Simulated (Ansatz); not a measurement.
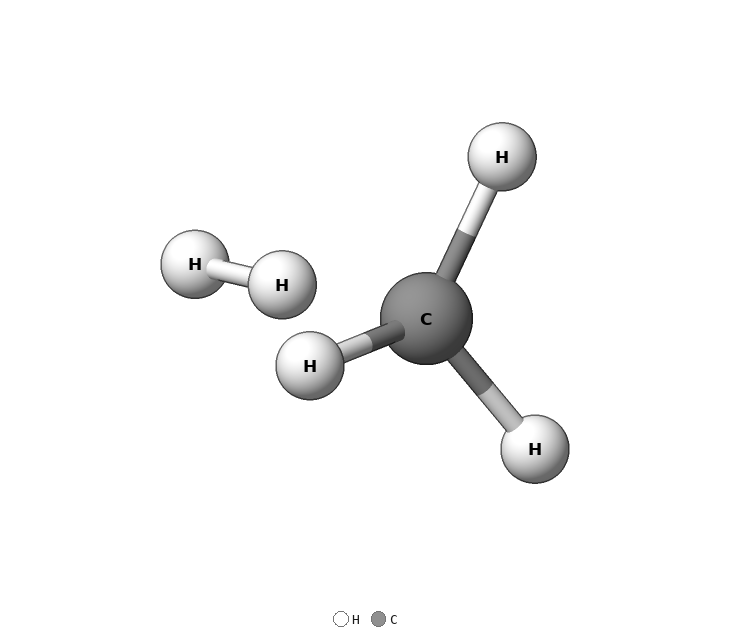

State: neutral, doublet. Sticks follow a distance rule. Harmonic vibrations computed with UKS PBE0-D4/def2-TZVP (Ansatz 0.2.0) at a stationary point of the same level.

**Minimum or transition state?**

A first-order saddle point: one imaginary frequency, 1062i cm⁻¹.

**How many vibrational modes are there, and where do they lie?**

12 modes: 1062i, 527, 527, 1018, 1069, 1069, 1416, 1416, 2092, 3096, 3253, 3253 cm⁻¹.
